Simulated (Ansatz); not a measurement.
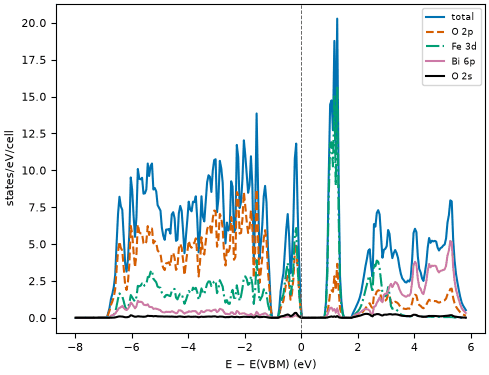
Figure: Total and projected density of states of FeBiO3 in space group Ima2 (No. 46; Bi on 4b, Fe on 4a, O on 8c, O on 4b), the program Ansatz at the PBEsol level (PAW)

Task: Which orbitals carry the states next to the gap?

Result: Top 1 eV of the valence band: Fe 3d 52 %, O 2p 41 %. Bottom 1 eV of the conduction band: Fe 3d 79 %, O 2p 15 %. Projections are on Löwdin-orthogonalised atomic valence shells; empty p or d shells of many metals are not among them.

Task: Where is the tallest occupied peak in this window, and what makes it?

Result: Near -1.6 eV, about 14 states/eV per cell; the largest projected share is O 2p.

The start of the workflow was typed in or built on a structure type; neither database checked (COD, Materials Project) lists it. It is not the phase usual at ambient conditions (space group No. 161). The cell was relaxed with PBEsol under the symmetry of its start, as lowered by the spin order; its stability against distortions is not shown here. The final state is antiferromagnetic, chosen from 5 collinear starts compared on coarse meshes (ties went to the first, and starts can fall back to one state), not a proven ground state. No Hubbard U is applied. Spin–orbit coupling is left out wherever it is not named.

Potentials: the earlier of the program's two PAW sets. The files were generated under PBE; for other functionals the program regenerates the frozen cores, and for LDA and PBEsol the local potential too.
